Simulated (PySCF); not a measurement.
Input file:

```
{"job": {"kind": "nmr", "xc": "PBE0", "basis": "pcSseg-1"}, "charge": 0, "multiplicity": 1}
O     -1.552057    -1.124241     0.180322
Si    -0.611348    -2.061915    -0.856484
O      0.841597    -1.241078    -1.056598
Si     1.425728    -0.171221     0.071220
O      0.378768    -0.406870     1.360087
B     -0.897185    -0.136454     0.862283
O     -1.310503     1.166213     0.808414
Si    -0.154884     2.286854     0.311499
O      1.111901     1.403351    -0.353084
H     -1.302946    -2.150694    -2.163156
H     -0.359217    -3.398036    -0.260578
H      2.842537    -0.399247     0.379984
H      0.333384     3.076189     1.470052
H     -0.752293     3.142541    -0.739565
```

Command:

```sh
OMP_NUM_THREADS=1 python cluster_run.py task.json out
```

Geometry: PBE0-D3(BJ)/def2-SVP.

All numbers below come from PBE0/pcSseg-1, SCF density, gas phase, non-relativistic (PySCF).

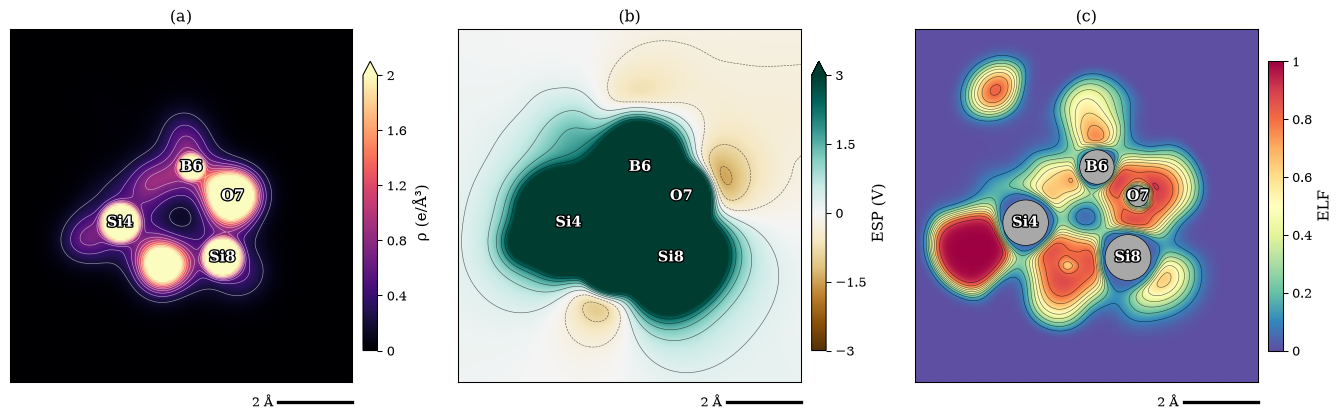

BH5O5Si3. (a) electron density; (b) molecular electrostatic potential; (c) ELF on the plane of atoms B6, O7 and Si8. Grey discs cover the atomic cores in the ELF map.

Question: What does the map show?

Answer: The plane passes through Si, B and O nuclei. B–O (1.37 Å): ρ at the midpoint is about 2.1 e/Å³; the ELF peaks at about 0.90 between the atoms; a short, strongly polar bond. Si–O (1.68 Å): the density is about 1 e/Å³ at the midpoint; the ELF peaks at about 0.85 between the atoms, as expected for a polar covalent bond. The ELF also peaks beside O9 and O7, away from the bonds: lone-pair regions. Outside the dense part of the molecule the potential is most negative (−1.4 V) near O7.
